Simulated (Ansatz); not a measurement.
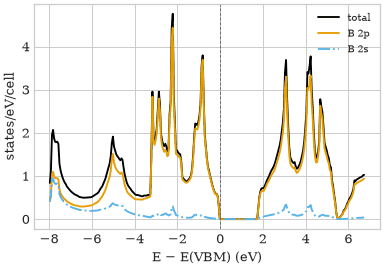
Total and projected density of states of B in space group I4_132 (No. 214; B on 8a), r²SCAN (plane waves, PAW; program Ansatz)

Problem. Which orbitals carry the states next to the gap?

Solution. Top 1 eV of the valence band: B 2p 97 %. Bottom 1 eV of the conduction band: B 2p 91 %, B 2s 9 %. Projections are on Löwdin-orthogonalised atomic valence shells; empty p or d shells of many metals are not among them.

Problem. Where is the tallest occupied peak in this window, and what makes it?

Solution. Near -2.2 eV, about 4.8 states/eV per cell; the largest projected share is B 2p.

The start of the workflow was typed in or built on a structure type; neither database checked (COD, Materials Project) lists it. It is not the phase usual at ambient conditions (space group No. 166). Symmetry was held in the r²SCAN relaxation; its stability against distortions is not shown here.

Potentials: the later of the program's two PAW sets.
